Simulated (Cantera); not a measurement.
Charge: 1 mol AlCl3, 0.25 mol NH3, 93 mol N2, 1.7 mol N2O, equilibrated at 1852 °C.

Equilibrium computed with Cantera from the NASA thermochemical tables; the gas is ideal and each condensed phase is pure. Candidate condensed phases: Al, AlCl3, AlN, Al2O3, H2O, NH4Cl; 45 gas species. The numbers say what is thermodynamically allowed, not how fast it happens.

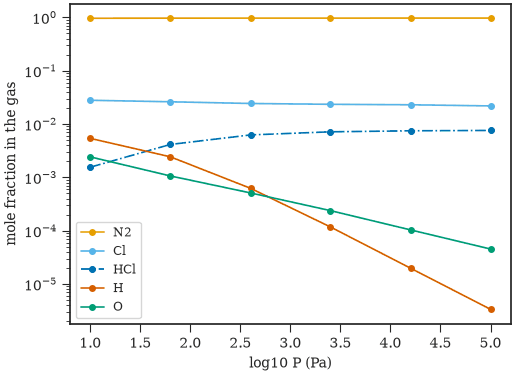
*Equilibrium gas composition (values under 1e-9 drawn at 1e-9)*

Read off the mole fractions at 0.473 Torr.

N2 about 0.96, Cl about 0.026, HCl about 0.0041, H about 0.0024, O about 0.0011.
